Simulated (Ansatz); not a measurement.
Response to strain in Hf

The reference is Hf in the hcp (Mg type) structure (space group P6_3/mmc, No. 194; a = 3.198 Å, c = 5.049 Å; relaxed with 0.1 eV smearing).

Strains are applied to the cell and any free atomic positions relax.

All numbers come from r2SCAN (Ansatz, a first-principles code; PAW; 500 eV plane waves; no spin-orbit coupling).

Notes on the quantities. pressure: mean of the normal stresses, compression positive.

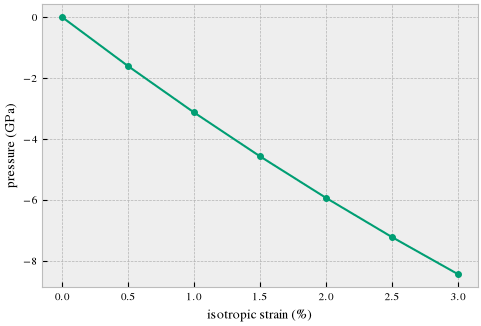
Fig. 1. Pressure against isotropic strain

| isotropic strain (%) | pressure |
|---|---|
| 0.5 | -1.6 GPa |
| 1 | -3.1 GPa |
| 1.5 | -4.6 GPa |
| 2 | -5.9 GPa |
| 2.5 | -7.2 GPa |
| 3 | -8.4 GPa |

Stability against distortions was not tested. All final runs are without spin polarisation.
